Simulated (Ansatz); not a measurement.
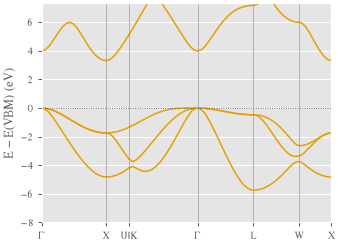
Band structure from plane-wave PAW PBE (Ansatz code)

Problem. Read off the gap and where the band edges lie.

Solution. About 3.3 eV (3.31 eV by a search for the band edges); maximum at Γ, minimum at X.

Problem. Which of these materials gives this?
A. SiC, zinc blende
B. GaN, zinc blende
C. BN, zinc blende
D. AlN, zinc blende

Solution. D, AlN, zinc blende

Space group F-43m (zinc blende). Symmetry was held in the PBE relaxation.

Potentials: the earlier of the program's two PAW sets.
